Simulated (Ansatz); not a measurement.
BH₃O₂

Input file:

```
crystal:
  periodic: [false, false, false]
  atoms:
    - {symbol: B, position_ang: [-0.484645, 0.134022, -0.481254]}
    - {symbol: O, position_ang: [0.518677, 0.284766, 0.721293]}
    - {symbol: O, position_ang: [-0.972015, -1.019725, -0.231278]}
    - {symbol: H, position_ang: [0.036476, -0.733352, 0.736743]}
    - {symbol: H, position_ang: [-0.559599, 1.028834, -1.260686]}
    - {symbol: H, position_ang: [1.461206, 0.305355, 0.515182]}
basis:
  gaussian: {orbitals: def2-TZVPP}
hamiltonian: {xc: pbe0, dispersion: d4}
output: {orbitals: {seedname: orbitals}}
```

Run with:

```sh
ansatz run in.yaml --threads 2 --pin off --events-out ev --progress --plain --max-ram 4352MiB
```

A transition-state structure; geometry: PBE0-D4/def2-TZVP.

Computed with RKS PBE0-D4/def2-TZVPP in Ansatz.

What will maps of the electron density and electron localisation function show?

B–O (1.28 Å): ρ is about 2.6 e/Å³ halfway; the ELF peaks at about 0.85 between the atoms (a polar covalent bond).
B–H (1.19 Å): ρ is about 1.3 e/Å³ halfway; the ELF climbs to about 1 towards the hydrogen, as it does in any bond to H; a covalent bond by its length.

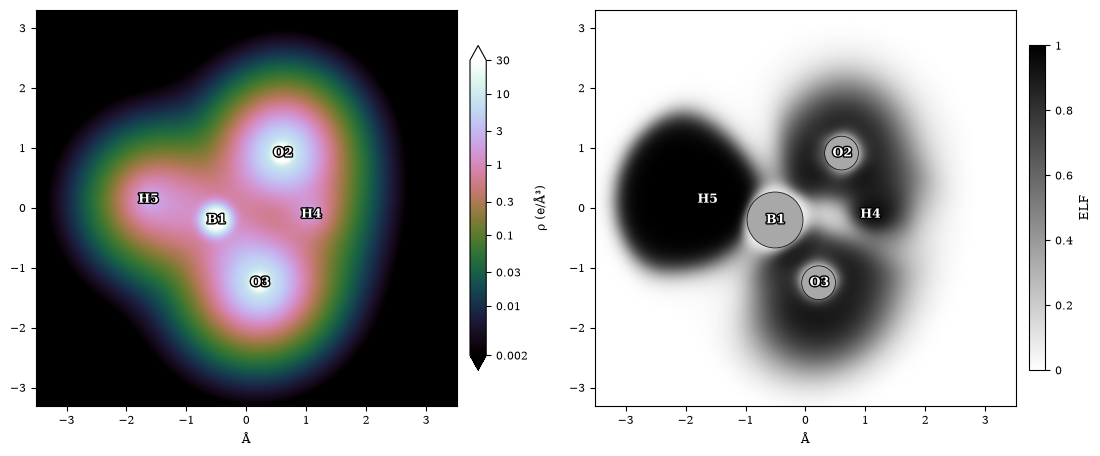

Computed electron density and electron localisation function on the plane of atoms B1, O2 and H4, in this order. Grey discs cover the atomic cores in the ELF map. 
